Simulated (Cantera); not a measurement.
Charge: 1 mol Al2O3, 0.14 mol HI, equilibrated at 1352 °C.

These are equilibrium values from Cantera (NASA tables, ideal gas, pure condensed phases), not measurements of a reactor. Candidate condensed phases: Al, AlI3, Al2O3, H2O, I2; 25 gas species. Gases not in the tables: Al(OH)3. Equilibrium is a limit: real reactors are often held back by kinetics, nucleation or transport.

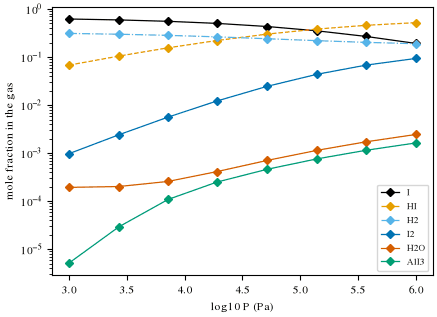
Equilibrium gas composition (values under 1e-9 drawn at 1e-9)

From 10.0 mbar to 10.0 bar the condensed part is Al2O3(s).
